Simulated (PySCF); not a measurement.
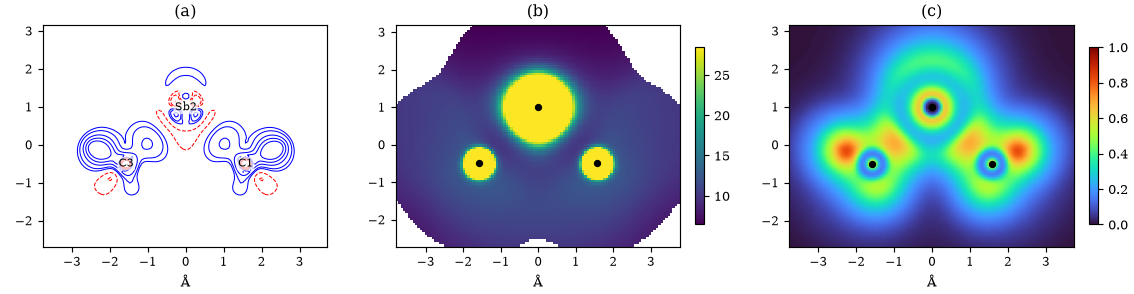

Figure 1: C3H9Sb, SMILES `C[Sb](C)C`. Three fields in the plane of C1, Sb2 and C3. (a): solid blue lines positive, dashed red lines negative.

Method: PBE/def2-TZVP; geometry: GFN2-xTB; program: PySCF. Core potentials replace the inner electrons of Sb; spin–orbit coupling isn't included. No frequency check shows the geometry to be a minimum. GFN2-xTB bond lengths at metals and heavier atoms can be off by up to 0.1 Å and shapes distorted, which carries into these values.

The panels show, in some order, the deformation density, localised orbital locator (LOL) and average local ionisation energy. Which is which?

Answer. (a) is the deformation density: it has both signs, with gains where valence electrons gather and losses around them. (b) is the average local ionisation energy: it is high near the heavier nuclei and lowest where loosely bound electrons reach out. (c) is the localised orbital locator (LOL): it runs from 0 to 1, peaks where electrons are localised, as in bonds, and fades smoothly outside.
